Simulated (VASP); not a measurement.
# A VASP study of MgB2 (PBEsol + D3(BJ)): structure first, properties next

Wanted: the relaxed cell of MgB2 and its properties. The steps: full relaxation (PBEsol + D3(BJ)), second relaxation, single point with fields (PBEsol + D3(BJ)), band structure (PBEsol + D3(BJ)), density of states (PBEsol + D3(BJ)), zone-centre phonons (PBEsol + D3(BJ)), volume scan with PBEsol + D3(BJ), fit for PBEsol + D3(BJ) and core levels (PBEsol + D3(BJ)). The start is a cell from a database of measured crystal structures.

Main program and level: VASP 6.6.1; PBEsol with D3(BJ); plane waves and PAW (Mg, B).

### 1. The structure

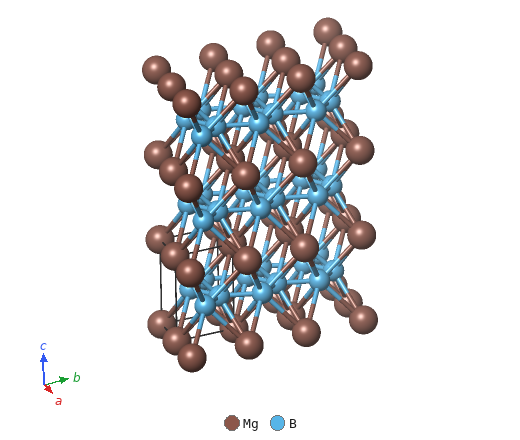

The starting structure, seen slightly off an axis (magnesium brown, boron blue). 2×3×3 cells are drawn. Some periodic images of atoms are drawn too.

As a file:

```xyz
3
Lattice="3.0850 0.0000 0.0000 -1.5425 2.6717 0.0000 0.0000 0.0000 3.5230" Properties=species:S:1:pos:R:3 pbc="T T T"
Mg    0.0000    0.0000    0.0000
B     0.0000    1.7811    1.7615
B     1.5425    0.8906    1.7615
```

### 2. Full relaxation (PBEsol + D3(BJ))

The start need not lie at this functional's minimum. ISIF = 3 frees volume, shape and positions, and EDIFFG sets the threshold on forces and stress at which the search stops. PBEsol restores the gradient expansion of exchange and is tuned for the cells of solids. A dispersion term adds the long-range attraction that semilocal functionals lack. D3 with Becke-Johnson damping keeps a finite attraction at short range.

File INCAR:

```
SYSTEM = MgB2
PREC = Accurate
ENCUT = 420
EDIFF = 1E-06
NELM = 100
ISMEAR = 0
SIGMA = 0.05
LREAL = .FALSE.
ALGO = Normal
GGA = PS
IVDW = 12
NBANDS = 10
LORBIT = 11
LWAVE = .FALSE.
LCHARG = .FALSE.
KPAR = 2
IBRION = 2
NSW = 60
ISIF = 3
EDIFFG = -0.01
```

File POSCAR:

```
MgB2
1.0
    3.0850000000      0.0000000000      0.0000000000
   -1.5425000000      2.6716883707      0.0000000000
    0.0000000000      0.0000000000      3.5230000000
Mg B
1 2
Direct
    0.0000000000      0.0000000000      0.0000000000
    0.3333333333      0.6666666667      0.5000000000
    0.6666666667      0.3333333333      0.5000000000
```

File KPOINTS:

```
Automatic mesh
0
Gamma
7 7 6
0 0 0
```

PAW data sets: Mg and B (PBE family, release 64).

Run with:

```bash
$ mpirun -np 2 vasp_std
```

Log:

```text
[banner, memory and clock lines left out]
running    2 mpi-ranks, on    1 nodes
 distrk:  each k-point on    1 cores,    2 groups
 distr:  one band on    1 cores,    1 groups

 POSCAR found type information on POSCAR MgB
 POSCAR found :  2 types and       3 ions
|                                                                             |
|               ----> ADVICE to this user running VASP <----                  |
|                                                                             |
|     You enforced a specific xc type in the INCAR file but a different       |
|     [... a line on the potential file left out ...]
|     I HOPE YOU KNOW WHAT YOU ARE DOING!                                     |
|                                                                             |

 LDA part: xc-table for (Slater+PW92), standard interpolation
 POSCAR, INCAR and KPOINTS ok, starting setup
 FFT: planning ... GRIDC
 FFT: planning ... GRID_SOFT
 FFT: planning ... GRID
 WAVECAR not read
 entering main loop
       N       E                     dE             d eps       ncg     rms          rms(c)
DAV:   1    -0.229097037165E+01   -0.22910E+01   -0.35417E+03   736   0.565E+02
DAV:   2    -0.175151603825E+02   -0.15224E+02   -0.14572E+02   890   0.929E+01
DAV:   3    -0.178001728343E+02   -0.28501E+00   -0.28472E+00   842   0.110E+01
DAV:   4    -0.178007061675E+02   -0.53333E-03   -0.53330E-03   854   0.506E-01
DAV:   5    -0.178007070372E+02   -0.86965E-06   -0.86999E-06   782   0.186E-02    0.516E+00
DAV:   6    -0.164432397878E+02    0.13575E+01   -0.18693E+00   698   0.653E+00    0.238E+00
DAV:   7    -0.162267052706E+02    0.21653E+00   -0.84030E-01   720   0.436E+00    0.748E-01
DAV:   8    -0.162238286069E+02    0.28767E-02   -0.67387E-02   720   0.149E+00    0.297E-01
DAV:   9    -0.162196810195E+02    0.41476E-02   -0.97483E-03   736   0.480E-01    0.553E-02
DAV:  10    -0.162196663939E+02    0.14626E-04   -0.10284E-03   778   0.175E-01    0.307E-02
DAV:  11    -0.162196251000E+02    0.41294E-04   -0.15243E-04   728   0.664E-02    0.177E-03
DAV:  12    -0.162196253041E+02   -0.20403E-06   -0.18455E-06   750   0.100E-02
   1 F= -.16923767E+02 E0= -.16923200E+02  d E =-.169238E+02
 curvature:   0.00 expect dE= 0.000E+00 dE for cont linesearch  0.000E+00
 trial: gam= 0.00000 g(F)=  0.177E-48 g(S)=  0.844E-01 ort = 0.000E+00 (trialstep = 0.100E+01)
 search vector abs. value=  0.844E-01
 bond charge predicted
       N       E                     dE             d eps       ncg     rms          rms(c)
DAV:   1    -0.162054690351E+02    0.14156E-01   -0.57940E-01   686   0.754E+00    0.493E-01
DAV:   2    -0.161999115389E+02    0.55575E-02   -0.83978E-03   684   0.572E-01    0.259E-01
DAV:   3    -0.161983593972E+02    0.15521E-02   -0.41530E-03   706   0.364E-01    0.445E-02
DAV:   4    -0.161983097640E+02    0.49633E-04   -0.15895E-04   690   0.785E-02    0.770E-03
DAV:   5    -0.161983097331E+02    0.30929E-07   -0.21532E-06   734   0.108E-02
   2 F= -.16949663E+02 E0= -.16949607E+02  d E =-.258957E-01
[...]
3 F= -.16954815E+02 E0= -.16954722E+02  d E =-.310475E-01
[...]
4 F= -.16955418E+02 E0= -.16955156E+02  d E =-.603357E-03
 trial-energy change:   -0.000603  1 .order   -0.000621   -0.001051   -0.000191
 step:   1.1913(harm=  1.1531)  dis= 0.00000  next Energy=   -16.955443 (dE=-0.628E-03)
 bond charge predicted
       N       E                     dE             d eps       ncg     rms          rms(c)
DAV:   1    -0.162160209411E+02    0.33109E-03   -0.10047E-03   734   0.208E-01    0.185E-02
DAV:   2    -0.162160004817E+02    0.20459E-04   -0.44314E-05   758   0.386E-02    0.792E-03
DAV:   3    -0.162159963153E+02    0.41664E-05   -0.16694E-05   702   0.200E-02    0.125E-03
DAV:   4    -0.162159962894E+02    0.25894E-07   -0.31640E-07   360   0.406E-03
   5 F= -.16955439E+02 E0= -.16955103E+02  d E =-.624311E-03
 curvature:  -0.57 expect dE=-0.128E-06 dE for cont linesearch -0.121E-06
 trial: gam= 0.00000 g(F)=  0.211E-48 g(S)=  0.227E-06 ort =-0.156E-04 (trialstep = 0.993E+00)
 search vector abs. value=  0.227E-06
 reached required accuracy - stopping structural energy minimisation
```

Wall time 6.6 s (2 MPI ranks of Intel Xeon 6975P-C (Granite Rapids), shared host); peak memory 0.28 GiB; 8 s of CPU time.

The logs omit lines about the potential files and the build; timing stands in the text.

From OUTCAR (step 2):

```text
ion  position               nearest neighbor table
   1  0.000  0.000  0.000-   2 2.51   3 2.51   2 2.51   3 2.51   3 2.51   3 2.51   2 2.51   2 2.51
                             3 2.51   3 2.51   2 2.51   2 2.51
   2  0.333  0.667  0.500-   3 1.78   3 1.78   3 1.78   1 2.51   1 2.51   1 2.51   1 2.51   1 2.51
                             1 2.51
   3  0.667  0.333  0.500-   2 1.78   2 1.78   2 1.78   1 2.51   1 2.51   1 2.51   1 2.51   1 2.51
                             1 2.51

  LATTYP: Found a hexagonal cell.
 ALAT       =     3.0850000000
 C/A-ratio  =     1.1419773096

 Subroutine GETGRP returns: Found 24 space group operations
 (whereof 24 operations were pure point group operations)

The static configuration has the point symmetry D_6h.

 Found     32 irreducible k-points:

   k-points           NKPTS =     32   k-points in BZ     NKDIM =     32   number of bands    NBANDS=     10

   dimension x,y,z NGX =    24 NGY =   24 NGZ =   24
   dimension x,y,z NGXF=    48 NGYF=   48 NGZF=   48

   ENCUT  =  420.0 eV  30.87 Ry    5.56 a.u.   5.16  5.16  5.89*2*pi/ulx,y,z

   NELECT =       8.0000    total number of electrons

 k-points in reciprocal lattice and weights: Automatic mesh
   0.00000000  0.00000000  0.00000000       0.003
   0.14285714 -0.00000000  0.00000000       0.020
   0.28571429  0.00000000  0.00000000       0.020
   0.42857143  0.00000000  0.00000000       0.020
   0.14285714  0.14285714  0.00000000       0.020
   0.28571429  0.14285714  0.00000000       0.041
   0.42857143  0.14285714  0.00000000       0.020
   0.28571429  0.28571429  0.00000000       0.020
   0.00000000  0.00000000  0.16666667       0.007
[...]
0.42857143  0.14285714  0.50000000       0.020
   0.28571429  0.28571429  0.50000000       0.020

 Edisp (eV)   -0.73907

 average (electrostatic) potential at core
       1 -34.9349       2 -25.8547       3 -25.8547

 E-fermi :   5.3854

 k-point     1 :       0.0000    0.0000    0.0000
  band No.  band energies     occupation
      1      -7.1663      2.00000
      2       2.5038      2.00000
      3       5.9226      0.00000
      4       5.9226      0.00000
      5       7.3080      0.00000
      6      12.0027      0.00000
      7      12.0027      0.00000
    ...

 k-point     2 :       0.1429   -0.0000    0.0000
  band No.  band energies     occupation
      1      -6.8025      2.00000
      2       2.8574      2.00000
      3       4.3038      2.00000
      4       5.1739      2.00000
      5       7.6252      0.00000
      6      11.7290      0.00000
      7      13.4915      0.00000
      8      14.6227      0.00000
      9      14.8120      0.00000
    ...

 k-point     3 :       0.2857    0.0000    0.0000
  band No.  band energies     occupation
      1      -5.7239      2.00000
      2       1.3325      2.00000
      3       3.8879      2.00000
      4       4.0393      2.00000
      5       8.5238      0.00000
      6      10.9889      0.00000
      7      11.8674      0.00000
      8      14.9651      0.00000
      9      16.7241      0.00000
    ...

 Edisp (eV)   -0.73944

  Total      -0.00145    -0.00145     0.00314    -0.00000    -0.00000     0.00000
  in kB      -0.08416    -0.08416     0.18198    -0.00000    -0.00000     0.00000
  external pressure =        0.00 kB  Pullay stress =        0.00 kB

  energy-cutoff  :      420.00
  volume of cell :       27.68
      direct lattice vectors                 reciprocal lattice vectors
     3.036746137  0.000000000 -0.000000000     0.329299834  0.190121348 -0.000000000
    -1.518373068  2.629899299  0.000000000    -0.000000000  0.380242696 -0.000000000
     0.000000000  0.000000000  3.465483998     0.000000000 -0.000000000  0.288559982

 POSITION                                       TOTAL-FORCE (eV/Angst)
 -----------------------------------------------------------------------------------
      0.00000      0.00000      0.00000        -0.000000     -0.000000      0.000000
     -0.00000      1.75327      1.73274         0.000000      0.000000     -0.000000
      1.51837      0.87663      1.73274        -0.000000     -0.000000      0.000000
 -----------------------------------------------------------------------------------
    total drift:                                0.000000     -0.000000      0.000000

  FREE ENERGIE OF THE ION-ELECTRON SYSTEM (eV)
  ---------------------------------------------------
  free  energy   TOTEN  =       -16.9554389570 eV

  energy  without entropy=      -16.9547666720  energy(sigma->0) =      -16.95510281

 reached required accuracy - stopping structural energy minimisation

 total charge
# of ion       s       p       d       tot
------------------------------------------
    1        0.163   0.192   0.064   0.419
    2        0.695   1.264   0.000   1.959
    3        0.695   1.264   0.000   1.959
--------------------------------------------------
tot          1.553   2.720   0.064   4.337

[... 3 further parts left out ...]
```

The k-mesh is coarse for a metal. The PAW data sets were made with PBE, which is usual practice but a small mismatch for other functionals. Dispersion corrections of this kind ignore metallic screening and tend to overbind metals. The run keeps the 24 symmetry operations of its start, so it cannot find a distortion of lower symmetry.

Step by step:

```
step  energy less that of the first step (eV)  largest force (eV/Å)  pressure (GPa)  volume (Å³)
   1                                   0.0000                0.0000           -7.20        29.04
   2                                  -0.0259                0.0000            3.04        27.25
   3                                  -0.0310                0.0000           -0.13        27.74
   4                                  -0.0317                0.0000           -0.03        27.69
   5                                  -0.0317                0.0000            0.00        27.68
```

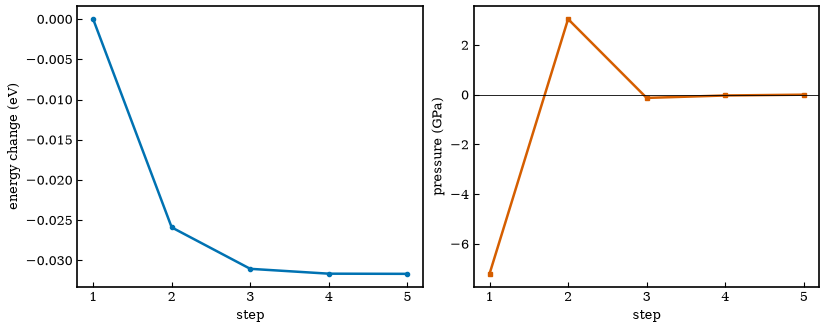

Energy and pressure along the relaxation.

```
conventional cell, symmetrised  before  after  change
                         a (Å)   3.085  3.037  -1.6 %
                         b (Å)   3.085  3.037  -1.6 %
                         c (Å)   3.523  3.465  -1.6 %
              volume (Å³/atom)    9.68   9.23  -4.7 %
```

Final coordinates:

```cif
data_structure
_symmetry_space_group_name_H-M 'P 1'
_symmetry_Int_Tables_number 1
_cell_length_a 3.0367
_cell_length_b 3.0367
_cell_length_c 3.4655
_cell_angle_alpha 90.000
_cell_angle_beta 90.000
_cell_angle_gamma 120.000
_cell_volume 27.68
loop_
_atom_site_label
_atom_site_type_symbol
_atom_site_fract_x
_atom_site_fract_y
_atom_site_fract_z
_atom_site_occupancy
Mg1 Mg 0.00000 0.00000 0.00000 1
B2 B 0.33333 0.66667 0.50000 1
B3 B 0.66667 0.33333 0.50000 1
```

Numbers from this step:

* electrons: 8
* bands: 10
* irreducible k-points: 32
* symmetry operations: 24
* free energy (TOTEN): -16.96 eV
* energy at zero smearing: -16.96 eV
* Fermi energy: 5.385 eV
* pressure: 4.55e-4 GPa
* metallic: yes
* SCF cycles over all ionic steps: 30

It ends with forces that vanish by symmetry and a pressure of 0.00 GPa. The volume lies -4.7 % from that of the database's start, which holds the thermal and zero-point expansion of its experiment.

### 3. Second relaxation

A relaxation keeps the plane waves of the cell it began with, so it is repeated from the new cell, on a basis made for it.

INCAR is that of step 2.

File POSCAR:

```
MgB2
1.0
    3.0367461370      0.0000000000      0.0000000000
   -1.5183730685      2.6298992995      0.0000000000
    0.0000000000      0.0000000000      3.4654839979
Mg B
1 2
Direct
    0.0000000000      0.0000000000      0.0000000000
    0.3333333333      0.6666666667      0.5000000000
    0.6666666667      0.3333333333      0.5000000000
```

KPOINTS is that of step 2.

Run with:

```bash
$ mpirun -np 2 vasp_std
```

Log:

```text
[banner, memory and clock lines left out]
running    2 mpi-ranks, on    1 nodes
 distrk:  each k-point on    1 cores,    2 groups
 distr:  one band on    1 cores,    1 groups

 POSCAR found type information on POSCAR MgB
 POSCAR found :  2 types and       3 ions
 [... a notice as in an earlier step ...]

 LDA part: xc-table for (Slater+PW92), standard interpolation
 POSCAR, INCAR and KPOINTS ok, starting setup
 FFT: planning ... GRIDC
 FFT: planning ... GRID_SOFT
 FFT: planning ... GRID
 WAVECAR not read
 entering main loop
       N       E                     dE             d eps       ncg     rms          rms(c)
DAV:   1    -0.135239308066E+01   -0.13524E+01   -0.34325E+03   736   0.561E+02
DAV:   2    -0.175591455610E+02   -0.16207E+02   -0.15408E+02   846   0.967E+01
DAV:   3    -0.178960645333E+02   -0.33692E+00   -0.33638E+00   806   0.118E+01
DAV:   4    -0.178967632054E+02   -0.69867E-03   -0.69862E-03   846   0.596E-01
DAV:   5    -0.178967654259E+02   -0.22205E-05   -0.22206E-05   764   0.291E-02    0.538E+00
DAV:   6    -0.164530665708E+02    0.14437E+01   -0.19587E+00   698   0.683E+00    0.249E+00
DAV:   7    -0.162235596075E+02    0.22951E+00   -0.90423E-01   720   0.461E+00    0.782E-01
DAV:   8    -0.162202929623E+02    0.32666E-02   -0.77337E-02   708   0.161E+00    0.294E-01
DAV:   9    -0.162158427451E+02    0.44502E-02   -0.10674E-02   722   0.510E-01    0.554E-02
DAV:  10    -0.162158250162E+02    0.17729E-04   -0.12781E-03   780   0.194E-01    0.340E-02
DAV:  11    -0.162157705389E+02    0.54477E-04   -0.21476E-04   706   0.793E-02    0.176E-03
DAV:  12    -0.162157707710E+02   -0.23213E-06   -0.23081E-06   766   0.115E-02
   1 F= -.16955213E+02 E0= -.16954877E+02  d E =-.169552E+02
 curvature:   0.00 expect dE= 0.000E+00 dE for cont linesearch  0.000E+00
 trial: gam= 0.00000 g(F)=  0.472E-49 g(S)=  0.223E-06 ort = 0.000E+00 (trialstep = 0.100E+01)
 search vector abs. value=  0.223E-06
 reached required accuracy - stopping structural energy minimisation
```

It took 3 s on 2 MPI ranks; peak memory 0.25 GiB.

From OUTCAR (step 3):

```text
  LATTYP: Found a hexagonal cell.
 ALAT       =     3.0367461370
 C/A-ratio  =     1.1411833066

The static configuration has the point symmetry D_6h.

 Found     32 irreducible k-points:

   dimension x,y,z NGX =    20 NGY =   20 NGZ =   24
   dimension x,y,z NGXF=    40 NGYF=   40 NGZF=   48

   ENCUT  =  420.0 eV  30.87 Ry    5.56 a.u.   5.07  5.07  5.79*2*pi/ulx,y,z

   NELECT =       8.0000    total number of electrons

 E-fermi :   5.3854

 k-point     1 :       0.0000    0.0000    0.0000
  band No.  band energies     occupation
      1      -7.1663      2.00000
      2       2.5038      2.00000
      3       5.9225      0.00000
      4       5.9225      0.00000
      5       7.3081      0.00000
      6      12.0027      0.00000
      7      12.0027      0.00000
    ...

 k-point     2 :       0.1429   -0.0000    0.0000
  band No.  band energies     occupation
      1      -6.8025      2.00000
      2       2.8575      2.00000
      3       4.3038      2.00000
      4       5.1739      2.00000
      5       7.6253      0.00000
      6      11.7290      0.00000
      7      13.4914      0.00000
      8      14.6228      0.00000
      9      14.8121      0.00000
    ...

 Edisp (eV)   -0.73944

  Total      -0.00156    -0.00156     0.00300     0.00000    -0.00000     0.00000
  in kB      -0.09010    -0.09010     0.17373     0.00000    -0.00000     0.00000
  external pressure =       -0.00 kB  Pullay stress =        0.00 kB

  energy-cutoff  :      420.00
  volume of cell :       27.68
      direct lattice vectors                 reciprocal lattice vectors
     3.036746137  0.000000000  0.000000000     0.329299834  0.190121348  0.000000000
    -1.518373069  2.629899299  0.000000000     0.000000000  0.380242696  0.000000000
     0.000000000  0.000000000  3.465483998     0.000000000  0.000000000  0.288559982

 POSITION                                       TOTAL-FORCE (eV/Angst)
 -----------------------------------------------------------------------------------
      0.00000      0.00000      0.00000         0.000000      0.000000     -0.000000
     -0.00000      1.75327      1.73274        -0.000000      0.000000      0.000000
      1.51837      0.87663      1.73274         0.000000      0.000000     -0.000000
 -----------------------------------------------------------------------------------
    total drift:                                0.000000     -0.000000     -0.000000

  FREE ENERGIE OF THE ION-ELECTRON SYSTEM (eV)
  ---------------------------------------------------
  free  energy   TOTEN  =       -16.9552134387 eV

  energy  without entropy=      -16.9545396737  energy(sigma->0) =      -16.95487656

 total charge
# of ion       s       p       d       tot
------------------------------------------
    1        0.163   0.192   0.064   0.419
    2        0.695   1.264   0.000   1.959
    3        0.695   1.264   0.000   1.959
--------------------------------------------------
tot          1.554   2.720   0.064   4.337

[... 3 parts as in an earlier step ...]

[... 7 further parts left out ...]
```

CONTCAR:

```
MgB2
   1.00000000000000
     3.0367461370000002    0.0000000000000000    0.0000000000000000
    -1.5183730685000001    2.6298992994999999    0.0000000000000000
     0.0000000000000000    0.0000000000000000    3.4654839978999998
  Mg              B
     1     2
Direct
     0.0000000000000000    0.0000000000000000    0.0000000000000000
     0.3333333332999970    0.6666666667000030    0.5000000000000000
     0.6666666667000030    0.3333333332999970    0.5000000000000000
```

Little changed from the start: no atom moved by 0.005 Å and no cell edge by 0.1 %.

Numbers from this step:

| Property | Result |
| --- | --- |
| energy at zero smearing | -16.95 eV |
| pressure | -2.16e-4 GPa |
| SCF cycles over all ionic steps | 12 |

It ends with forces that vanish by symmetry and a pressure of 0.00 GPa. The volume moved by under 0.01 %: the run met its threshold at the first step.

[end of part 1 of 5]

[Lines on the potential files, build, host, timing and source positions are cut from VASP's logs without a mark.]

[Logs are printed without paths, hosts, clocks, repeated set-up lines and the standing remarks that a program may print on its own settings, such as how far it seeks lower states.]

[Hosts, paths, dates, database ids (printed as entryN), source tags and the programs' standing remarks are cut or masked in the printed files.]

[A measured line is paired with the nearest computed mode of its activity, which favours agreement.]
